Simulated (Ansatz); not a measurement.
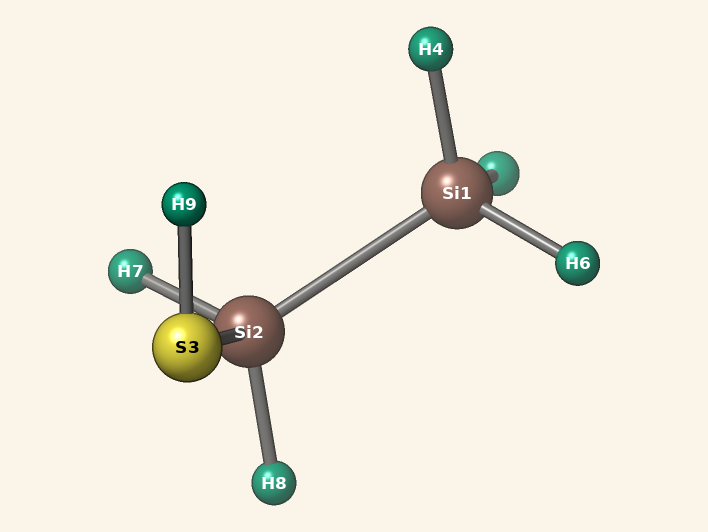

Si2 lies behind S3. The molecule seen a little off the S3–Si2 bond, S3 in front. Depth is shown by fading: the farther an atom, the more it takes the colour of the background. The computed structure is the end point of a PBE0-D4/def2-TZVP optimisation. No frequency run is at hand to confirm it as a minimum.

What is the torsion angle H9–S3–Si2–Si1? The sign is positive where the front bond must turn clockwise to cover the back bond.

Answer. 55°, synclinal (gauche).
